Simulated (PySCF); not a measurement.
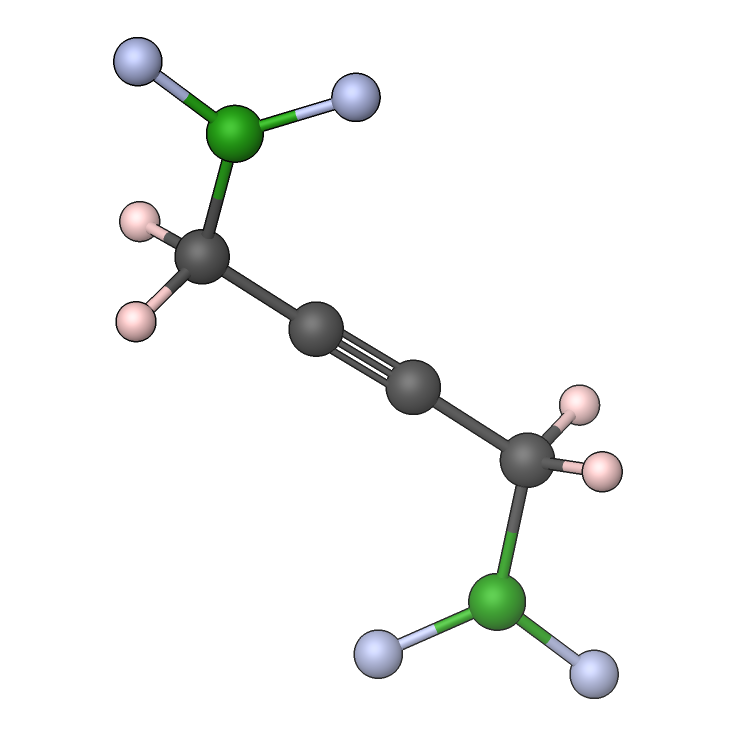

Ball-and-stick drawing of a structure. Multiple sticks mark multiple bonds (one Kekulé form). Colours: fluorine light blue, boron green, carbon dark grey, hydrogen pink.

Question: Which formula does it have?

Answer: C4H4B2F4, 14 atoms: 4 carbon, 4 hydrogen, 2 boron and 4 fluorine.

Question: Does it have rings?

Answer: It has no ring.

Question: Name some functional groups or characteristic bonds that it holds.

Answer: Among them: alkyne.

Question: Count the bonded pairs by element.

Answer: 4 B–F, 4 C–H, 3 C–C, 2 C–B.

The parts below concern this one geometry. Atoms keep their numbers from picture to picture. The computed structure is the end point of a PBE0-D3(BJ)/def2-SVP optimisation. No frequency run is at hand to confirm it as a minimum.

Shape

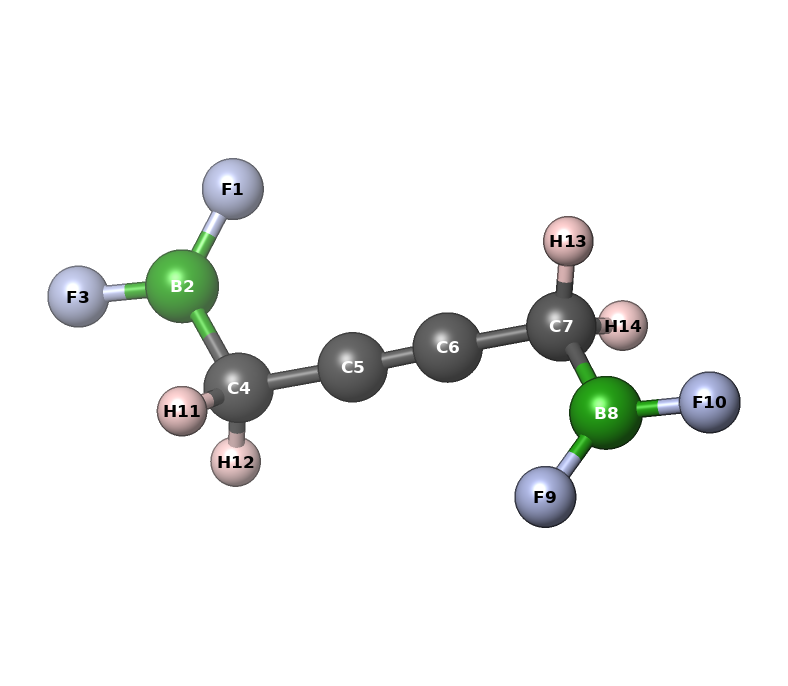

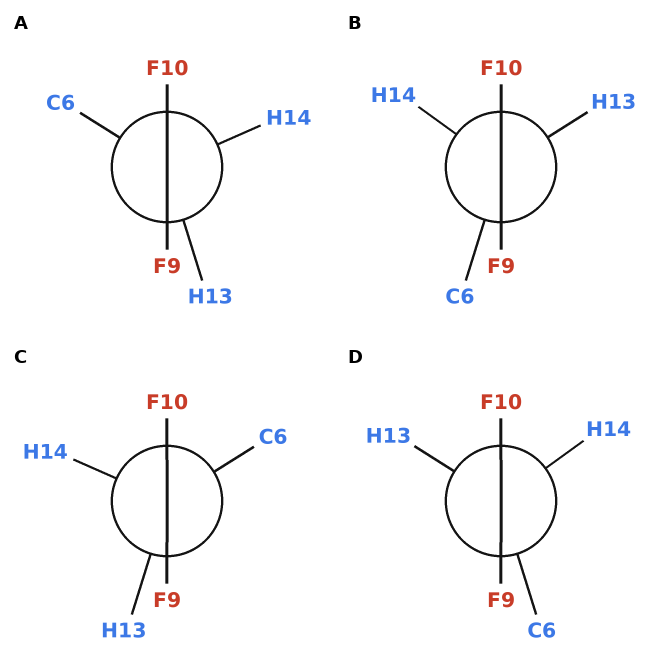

Depth is shown by fading: the farther an atom, the more it takes the colour of the background. Bonds that would overlap in a projection are set slightly apart. No frequency run is at hand to confirm it as a minimum.

Question: Which Newman projection shows the view along B8–C7, with B8 in front?

Answer: D. The torsion angle F9–B8–C7–C6 is −2°, synperiplanar (eclipsed).

NMR shielding

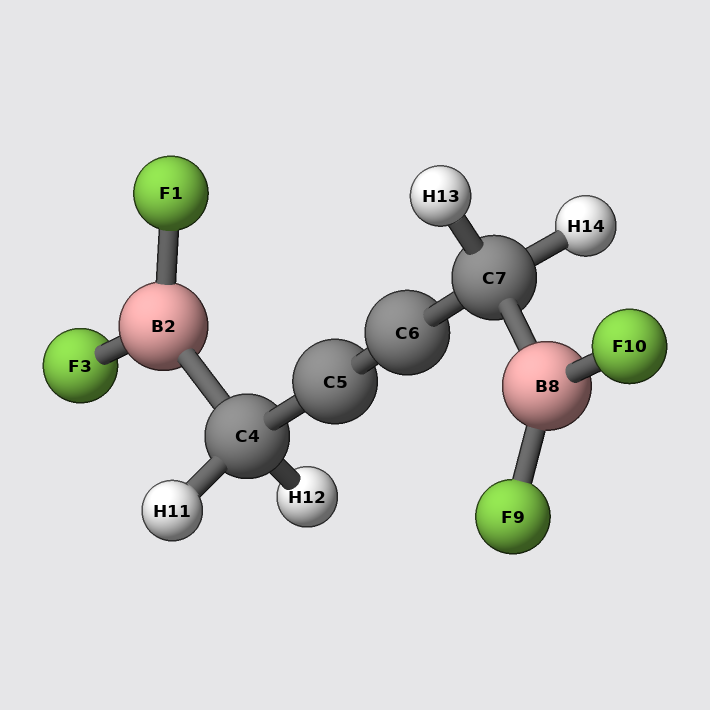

No frequency run is at hand to confirm it as a minimum. Method: GIAO PBE0/pcSseg-1 NMR shielding, non-relativistic, IEF-PCM dichloromethane (PySCF 2.14.0). Principal shieldings σ11 ≤ σ22 ≤ σ33, span Ω = σ33 − σ11, skew κ = 3(σiso − σ22)/Ω.

Give the shielding tensors of the B atoms.

```tsv
atom	σ11	σ22	σ33	σiso	Ω	κ
B2, B8	46.1	81.2	88.8	72.0	42.7	−0.64
```

Shieldings and span in ppm.

Polarisability

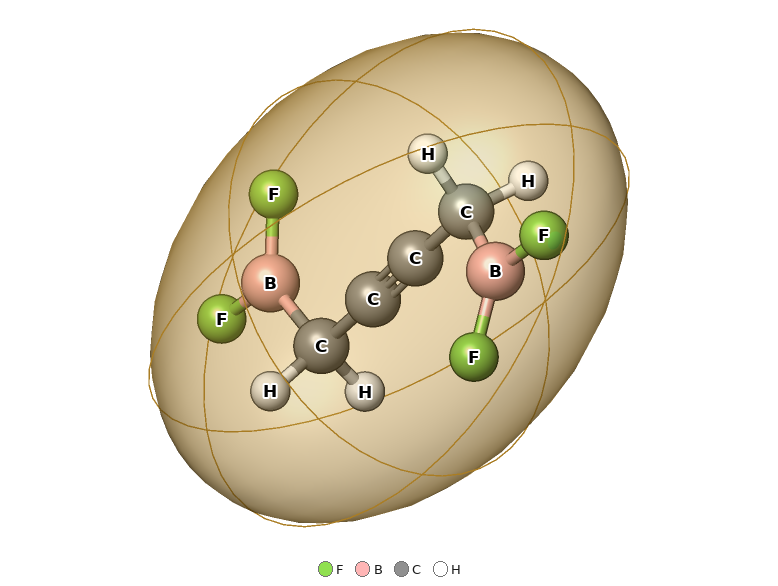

The ellipsoid shows the static dipole polarisability: its half-axes are proportional to the principal values. No frequency run is at hand to confirm it as a minimum. Computed with B3LYP/def2-SVPD in dichloromethane (IEF-PCM) (PySCF 2.14.0).

Question: Give the principal values, the mean and the anisotropy.

Answer: Principal values 67.0, 78.9, 122.3 bohr³; mean 89.4 bohr³ (13.25 Å³); anisotropy 50.4 bohr³, so the longest axis is 1.83 times the shortest.

Quadrupole coupling

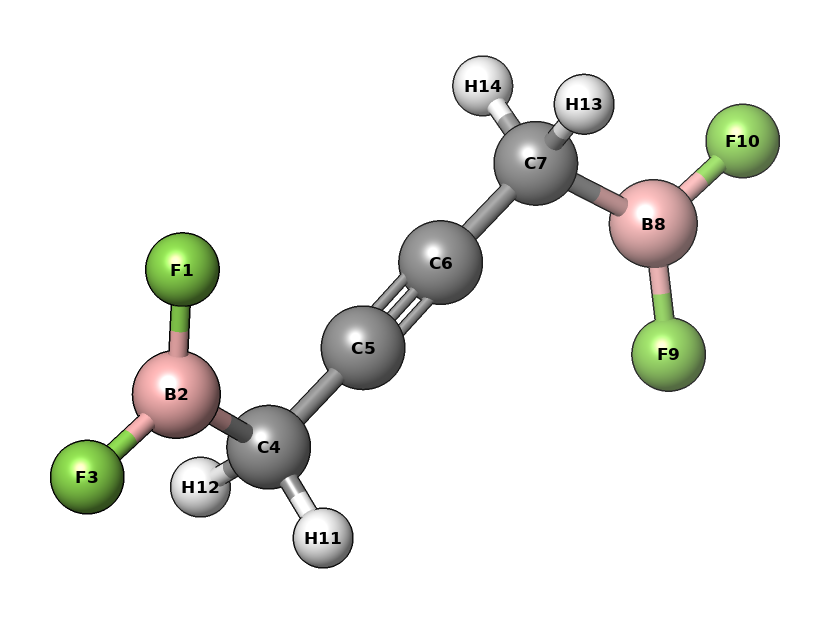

No frequency run is at hand to confirm it as a minimum. Electric field gradients from the ground-state density, PBE0/pcSseg-1 in dichloromethane (IEF-PCM) (PySCF 2.14.0), non-relativistic apart from any core potentials.

Give the largest field-gradient component, the quadrupole coupling constant and the asymmetry for 11B at B2 (Q = 40.59 mb), 2H at H11 (Q = 2.86 mb), 2H at H12 (Q = 2.86 mb).

```csv
atom,V_zz (a.u.),e²qQ/h (MHz),η
B2,0.379,3.62,0.60
H11,0.279,0.188,0.03
H12,0.280,0.188,0.04
```
